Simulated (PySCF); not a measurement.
**C$_{6}$H$_{11}$BF$_{2}$Si (SMILES CCC[SiH2]CC#CB(F)F): density, localisation and related maps**

| atom | x (Å) | y (Å) | z (Å) |
| --- | --- | --- | --- |
| C | -2.9068 | 1.4610 | 0.2832 |
| C | -2.2893 | 0.2236 | -0.3577 |
| C | -0.9479 | -0.1313 | 0.2798 |
| Si | -0.0988 | -1.6292 | -0.5169 |
| C | 1.5874 | -1.8972 | 0.3747 |
| C | 2.3774 | -0.7102 | 0.3127 |
| C | 3.0055 | 0.3217 | 0.2423 |
| B | 3.7955 | 1.5946 | 0.1684 |
| F | 4.6969 | 1.8325 | -0.7707 |
| F | 3.6448 | 2.5850 | 1.0343 |
| H | -3.0648 | 1.3000 | 1.3475 |
| H | -2.2497 | 2.3193 | 0.1617 |
| H | -3.8651 | 1.6948 | -0.1747 |
| H | -2.9757 | -0.6196 | -0.2551 |
| H | -2.1480 | 0.4016 | -1.4255 |
| H | -1.1044 | -0.3113 | 1.3462 |
| H | -0.2852 | 0.7352 | 0.2120 |
| H | 0.1543 | -1.4078 | -1.9439 |
| H | -0.8720 | -2.8648 | -0.3288 |
| H | 1.4143 | -2.1613 | 1.4187 |
| H | 2.1225 | -2.7195 | -0.0991 |

Geometry: GFN2-xTB.

Computed with PySCF, PBE0/pcSseg-1, SCF density, gas phase, non-relativistic.

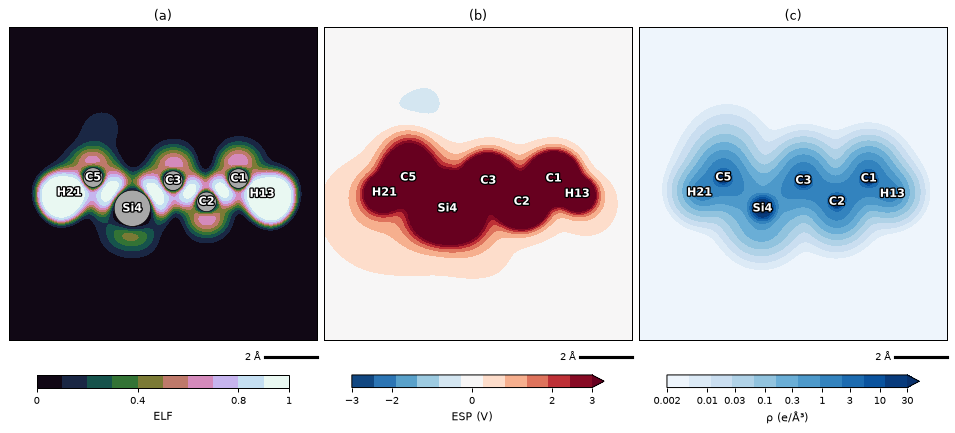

Figure 1. (a) electron localisation function; (b) molecular electrostatic potential; (c) electron density on the plane of atoms C3, Si4 and C5. Grey discs cover the atomic cores in the ELF map.

Interpret the plot.

Answer.
- The section cuts through C, Si and H sites.
- C–Si (1.90 Å): ρ is about 0.93 e/Å³ halfway; the ELF peaks at about 0.95 between the atoms, as expected for localised, covalent bonding.
- C–H (1.09 Å): ρ is about 2 e/Å³ halfway; the ELF climbs to about 1 towards the hydrogen, as it does in any bond to H; a covalent bond by its length.
- Outside the dense part of the molecule the potential is most negative (−0.3 V) near C6, which lies off the plane.

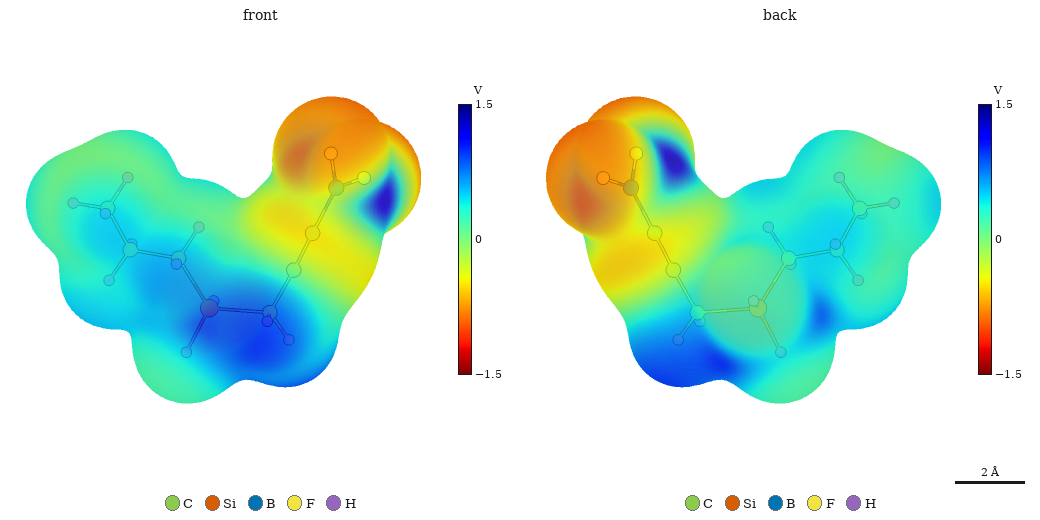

Figure 2. The electrostatic potential painted on the density surface at 0.001 e/bohr³, seen from the front and from behind; the colour scale runs from red (negative) to blue (positive).

Describe the electrostatic potential map.

Answer. The most negative region (about −0.9 V) lies over F9 and F10, the most positive (about +1.1 V) over B8.
